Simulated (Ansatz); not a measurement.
# YN: pressure series

Base system: YN in the rock salt structure (space group Fm-3m, No. 225).

```
YN
1.0
    0.00000     2.42808     2.42808
    2.42808     0.00000     2.42808
    2.42808     2.42808     0.00000
N Y
1 1
Direct
  0.00000   0.00000   0.00000
  0.50000   0.50000   0.50000
```

Cell and atoms are relaxed at each pressure.

The values are results of Kohn–Sham DFT with the PBEsol functional, run in Ansatz (an electronic-structure program) with PAW and 420 eV plane waves, spin-orbit coupling left out, not measurements.

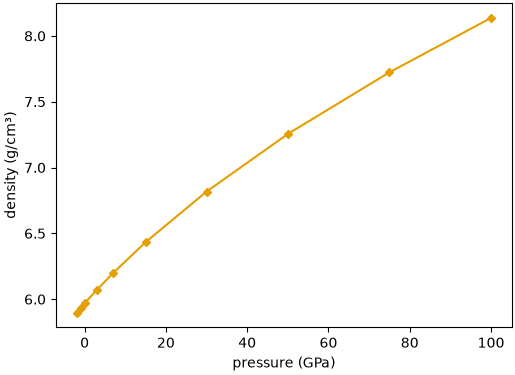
Density against pressure

Question: From the plot, what is the density for pressure 30 GPa?

Answer: About 6.8 g/cm³.

Question: Is the trend monotonic over the range shown?

Answer: Yes, it rises throughout, spanning 5.90 g/cm³ to 8.14 g/cm³.

The mesh was chosen for an insulator and is coarse for the gapless case. Load acts through the strain it causes; cell and atoms are relaxed under it. No phonon test of stability was made. No other phases were tried under pressure. The final runs are not spin-polarised.
